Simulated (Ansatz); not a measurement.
# Calculations on CH₉AsSi₂

### Relaxation

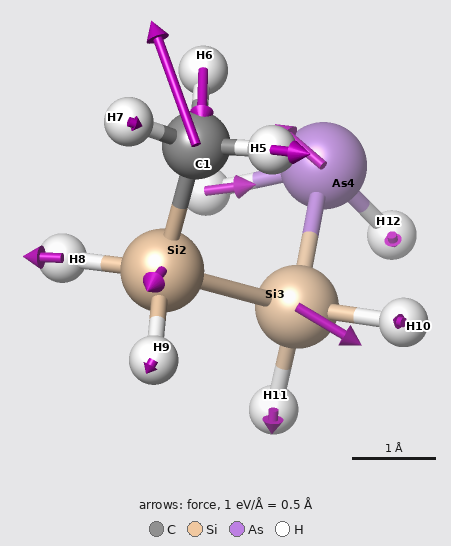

Starting geometry of CH$_{9}$AsSi$_{2}$ with the computed forces as purple arrows. The picture is a ball-and-stick view, seen from a free direction.

The run prepares an end point of a later path (inversion) calculation, from a guessed geometry.

The calculation used RKS B3LYP-D4/def2-SVP (Ansatz).

Input file:
```yaml
crystal:
  periodic: [false, false, false]
  atoms:
    - { symbol: C, position_ang: [-1.3809, 0.4131, 1.4661] }
    - { symbol: Si, position_ang: [-0.6993, -0.9681, 0.4953] }
    - { symbol: Si, position_ang: [1.2368, -0.3392, -0.3719] }
    - { symbol: As, position_ang: [1.0237, 1.5058, -1.7432] }
    - { symbol: H, position_ang: [-0.7378, 0.7387, 2.2565] }
    - { symbol: H, position_ang: [-1.5782, 1.3384, 0.7739] }
    - { symbol: H, position_ang: [-2.3789, 0.1531, 1.8858] }
    - { symbol: H, position_ang: [-1.5665, -1.3227, -0.6032] }
    - { symbol: H, position_ang: [-0.4952, -2.0963, 1.4354] }
    - { symbol: H, position_ang: [2.1882, 0.0214, 0.7571] }
    - { symbol: H, position_ang: [1.8294, -1.4489, -1.1168] }
    - { symbol: H, position_ang: [2.3784, 1.3252, -2.3756] }
    - { symbol: H, position_ang: [0.2008, 0.6448, -2.8444] }
basis:
  gaussian: { orbitals: def2-SVP }
hamiltonian:
  xc: b3lyp
  dispersion: d4
relax:
  f_tol: 0.015
  max_steps: 40
```

Launched with:
```bash
ansatz run input.yaml --threads 2 --pin off --max-ram 3072MiB --backend cpu --events-out ev --progress --plain --runs-dir out
```

Is this structure relaxed? If not, where do the atoms go?

Answer. It isn't relaxed: the largest force vector, on C1, is 3.34 eV/Å. The final displacements follow the starting forces only in part (cosine between the two patterns 0.48). The energy falls by 0.468 eV in 5 geometry steps. The largest force component goes from 2.2 to 0.0057 eV/Å. The atom that moves furthest after the best rigid fit is H11 (0.16 Å). Largest moves by element: H 0.16 Å, Si 0.13 Å, C 0.10 Å, As 0.05 Å. Some distances before and after: Si2–Si3 2.213 → 2.351 Å, As4–H13 1.622 → 1.531 Å, Si3–As4 2.309 → 2.400 Å, C1–Si2 1.821 → 1.892 Å. Bond angles that change, for instance: Si2–Si3–As4 112.3° → 107.6°, H8–Si2–H9 112.2° → 107.7°, H12–As4–H13 96.2° → 92.3°.

### Relaxation

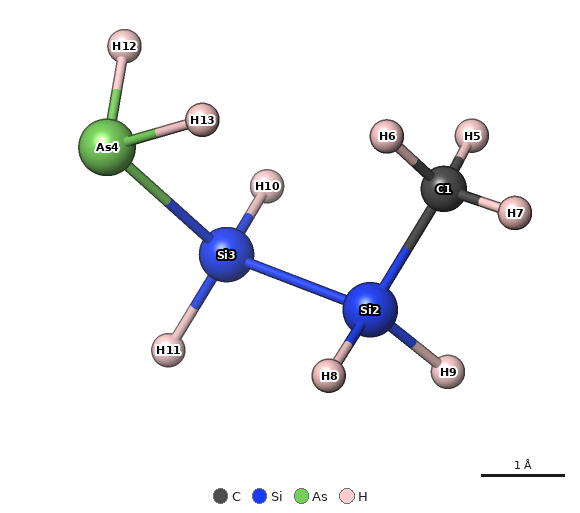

This is the input geometry for a relaxation of CH9AsSi2. Style: ball-and-stick. Shown at a tilt.

The run prepares an end point of a later path (inversion) calculation, from a guessed geometry.

The calculation used RKS B3LYP-D4/def2-SVP (Ansatz 0.2.0).

The input:
```yaml
crystal:
  periodic: [false, false, false]
  atoms:
    - { symbol: C, position_ang: [-1.3809, 0.4131, 1.4661] }
    - { symbol: Si, position_ang: [-0.6993, -0.9681, 0.4953] }
    - { symbol: Si, position_ang: [1.2368, -0.3392, -0.3719] }
    - { symbol: As, position_ang: [1.0237, 1.5058, -1.7432] }
    - { symbol: H, position_ang: [-0.7378, 0.7387, 2.2565] }
    - { symbol: H, position_ang: [-1.5782, 1.3384, 0.7739] }
    - { symbol: H, position_ang: [-2.3789, 0.1531, 1.8858] }
    - { symbol: H, position_ang: [-1.5665, -1.3227, -0.6032] }
    - { symbol: H, position_ang: [-0.4952, -2.0963, 1.4354] }
    - { symbol: H, position_ang: [2.1882, 0.0214, 0.7571] }
    - { symbol: H, position_ang: [1.8294, -1.4489, -1.1168] }
    - { symbol: H, position_ang: [1.87967, 2.38584, -0.87107] }
    - { symbol: H, position_ang: [-0.39143, 1.90428, -1.05782] }
basis:
  gaussian: { orbitals: def2-SVP }
hamiltonian:
  xc: b3lyp
  dispersion: d4
relax:
  f_tol: 0.015
  max_steps: 40
output:
  orbitals: {}
```

Command:
```bash
ansatz run input.yaml --threads 2 --pin off --max-ram 3072MiB --backend cpu --events-out ev --progress --plain --runs-dir out
```

### Where does the relaxation end?

After 22 accepted moves (24 points after the start) the energy has fallen by 0.516 eV. The largest force component goes from 2.2 to 0.013 eV/Å. The line search rejected the trial steps at points 10, 21 of the run. The forces were under the threshold at step 4, but the run went on from there. The largest move after the best rigid fit is that of H13, 1.13 Å. By element the largest moves are H 1.13 Å, As 0.28 Å, C 0.27 Å, Si 0.12 Å. Among the contacts that change: Si2–Si3 2.213 → 2.352 Å, Si3–As4 2.309 → 2.401 Å, As4–H13 1.622 → 1.532 Å, C1–Si2 1.821 → 1.893 Å. Among the angles between lasting bonds that change: Si2–Si3–As4 112.3° → 107.7°, H8–Si2–H9 112.2° → 107.9°, H12–As4–H13 96.2° → 92.1°. Groups turn about Si3–As4 by about 45°. Cost: 82 s on 2 threads of Arm Neoverse V2 (shared host), peak memory 0.34 GiB.

Step by step:

```csv
step,"E − E(0), eV","largest force component, eV/Å",note
0,0.0000,2.1892,
1,-0.4343,0.9766,
2,-0.4779,0.1749,
3,-0.4862,0.0770,
4,-0.4879,0.0101,
5,-0.4893,0.0883,
6,-0.4902,0.0978,
7,-0.4916,0.1461,
8,-0.4940,0.1766,
9,-0.4948,0.2484,
10,-0.4884,0.5304,rejected
11,-0.5027,0.0868,
12,-0.5068,0.0236,
13,-0.5089,0.1530,
14,-0.5098,0.1513,
15,-0.5127,0.0216,
16,-0.5136,0.0345,
17,-0.5138,0.1190,
18,-0.5145,0.0428,
19,-0.5152,0.0085,
20,-0.5157,0.0227,
21,-0.5153,0.0974,rejected
22,-0.5161,0.0157,
23,-0.5162,0.0190,
24,-0.5163,0.0127,
```

The structure at the end:

```xyz
13

C    -1.6369    0.3506    1.5003
Si   -0.7441   -1.0414    0.5784
Si    1.2797   -0.2540   -0.3260
As    0.7681    1.6129   -1.7472
H    -1.0174    0.7353    2.3263
H    -1.8631    1.1894    0.8225
H    -2.5873   -0.0106    1.9245
H    -1.5972   -1.5455   -0.5421
H    -0.4760   -2.1867    1.5029
H     2.2380    0.1220    0.7593
H     1.9305   -1.2948   -1.1798
H     2.2159    2.1077   -1.7647
H     0.4193    2.5006   -0.5482
```

After the run, drawn alike:

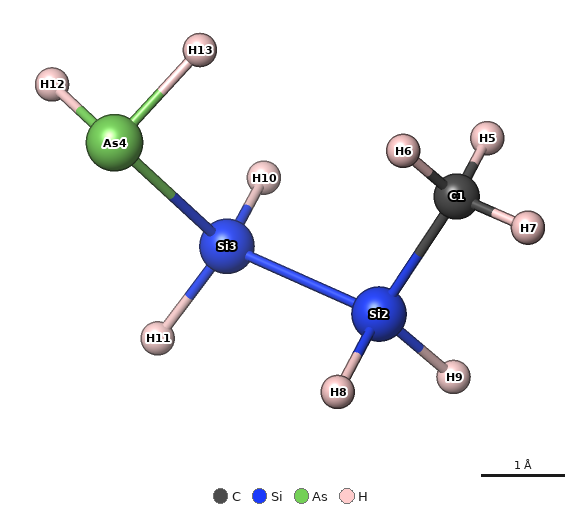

### Path

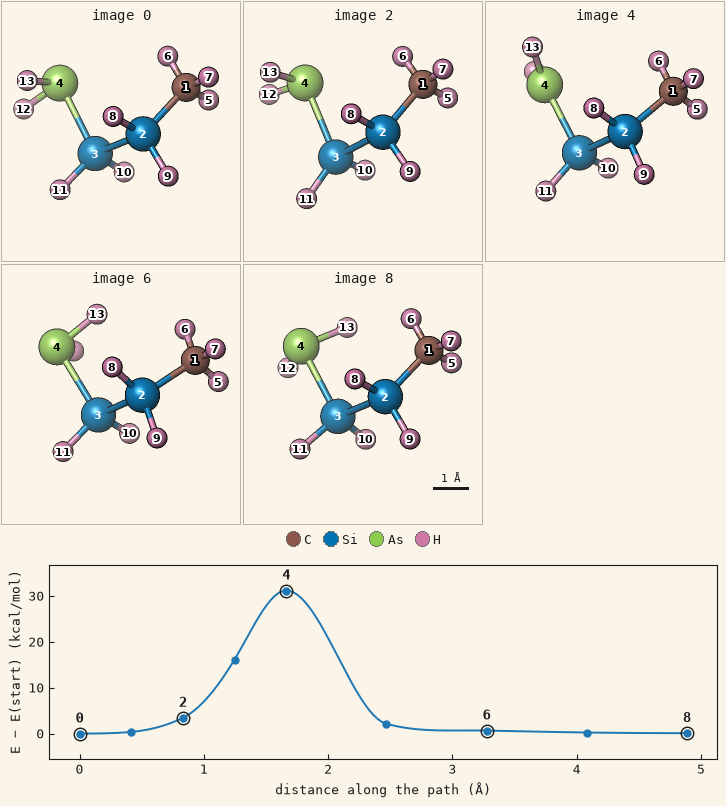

NEB run on CH$_{9}$AsSi$_{2}$. Images are numbered from 0 (start) to 8 (end). A ball-and-stick model, seen from a free direction.

Method: RKS B3LYP-D4/def2-SVP (Ansatz). Settings: 7 movable images; climbing image; force threshold 0.03 eV/Å; iteration limit 48; starting path by image-dependent pair potential.

What happens along the path, and what is the barrier?

Answer. The motion is an umbrella inversion at As4. No bond forms or breaks between the ends. Bond angles that change up to the highest image, for instance: Si3–As4–H12 93.4° → 125.8°, Si3–As4–H13 92.2° → 122.5°. The barrier is about 31.2 kcal/mol in both directions, with image 4 at the top; the ends have nearly the same energy. The band converged in 25 iterations, with a climbing image at the top. At the top, the vibrational analysis gives one imaginary mode (761i cm⁻¹), as a transition state must have.

The run took 9 min on 2 threads of Arm Neoverse V2, with other jobs on the host, peak memory 0.36 GiB.
